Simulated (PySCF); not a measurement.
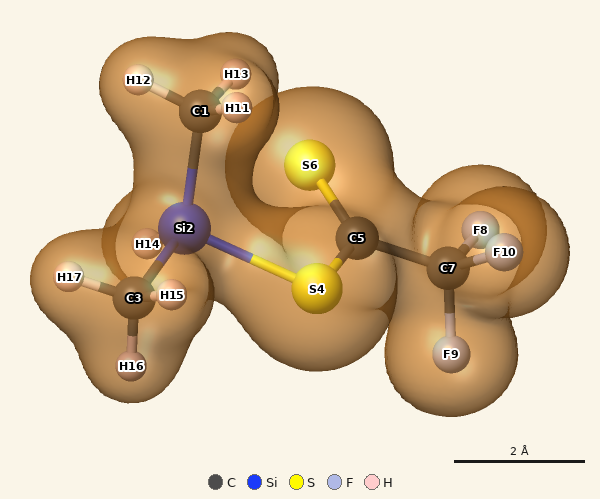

*C4H7F3S2Si (SMILES C[SiH](C)SC(=S)C(F)(F)F). Isosurface of the total electron density at 0.2 e/Å³ (orange), seen at a tilt.*

Geometry: GFN2-xTB.

Method: PySCF 2.14.0, PBE0/pcSseg-1, SCF density, gas phase, non-relativistic.

```xyz
17

C    -1.5752    1.5352    0.0019
Si   -1.1914   -0.2341   -0.5580
C    -2.3142   -1.5261    0.2572
S     0.7864   -0.7931    0.3501
C     1.8428    0.1837   -0.5603
S     1.4618    1.2389   -1.7450
C     3.2889   -0.0090   -0.1590
F     4.1344    0.7400   -0.8663
F     3.6859   -1.2835   -0.3110
F     3.4924    0.2995    1.1334
H    -1.5631    1.6109    1.0879
H    -2.5592    1.8398   -0.3407
H    -0.8549    2.2487   -0.3885
H    -0.9970   -0.4592   -1.9861
H    -2.2799   -1.4522    1.3416
H    -2.0192   -2.5380   -0.0079
H    -3.3455   -1.3896   -0.0510
```

Q: What does this surface tell about the bonding?

A: At this value the surface is in one piece. It bridges the sampled C–F (1.33 Å), C–C (1.51 Å), C–S (1.63 Å) and C–Si (1.90 Å) contacts, where the density stays above the isovalue. On the grid the lowest density along these lines, outside the cores, is 2 e/Å³ (C–F, 1.33 Å), 1.8 e/Å³ (C–C, 1.51 Å), 1.5 e/Å³ (C–S, 1.63 Å) and 0.8 e/Å³ (C–Si, 1.90 Å).
